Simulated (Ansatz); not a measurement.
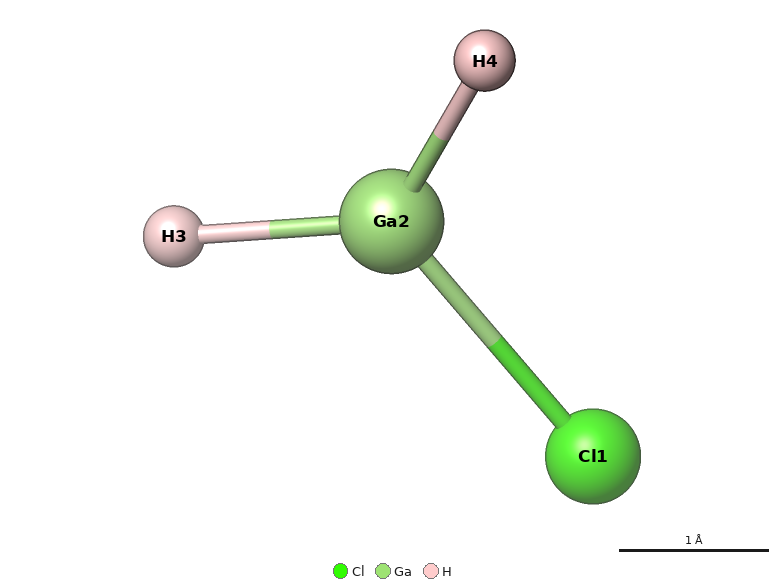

Orthographic view. Depth is shown by fading: the farther an atom, the more it takes the colour of the background. The geometry was computed by an optimisation with PBE-D4/def2-SVP. No frequency run is at hand to confirm it as a minimum.

Write a Z-matrix (Å, degrees) in the order of the atom numbers, with these reference atoms: 2 to 1; 3 to 2, 1; 4 to 2, 3, 1.

```
Cl 
Ga   1   2.172
H    2   1.570   1   115.5
H    2   1.571   3   129.3   1   179.9
```
